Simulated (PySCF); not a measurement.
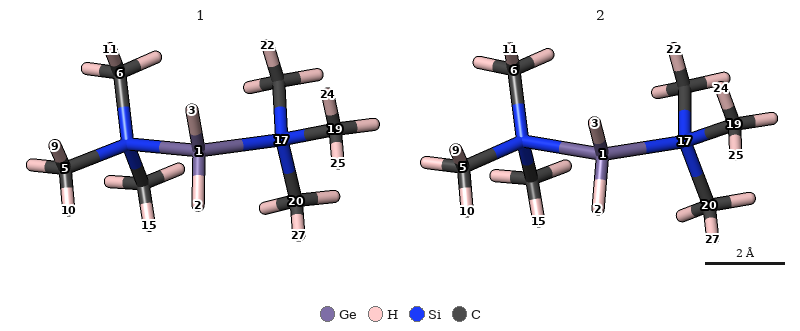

Two geometries of C$_{6}$H$_{20}$GeSi$_{2}$, drawn at one scale. One is the start of a relaxation, the other its converged end. A stick model, seen face on.

Method: PBE0-D3(BJ)/def2-SVP geometry optimisation, gas phase (PySCF). 

**Which of the two is the end point?**

Structure 1 is the relaxed one. The start comes from GFN2-xTB. Its atoms were then displaced at random by about 0.03 Å. The largest move after the best rigid fit is that of an H atom, 0.48 Å. Largest moves by element: H 0.48 Å, C 0.36 Å, Ge 0.23 Å, Si 0.16 Å. Some distances before and after: Ge–H 1.413 → 1.550 Å, C–Si 1.981 → 1.889 Å, Ge–Si 2.309 → 2.389 Å, C–H 1.021 → 1.101 Å. Among the angles between lasting bonds that change: Si–Ge–Si 122.3° → 112.2°, H–C–H 116.6° → 107.9°, Si–C–H 117.0° → 110.3°. The energy falls by 1.138 eV in 10 geometry steps.
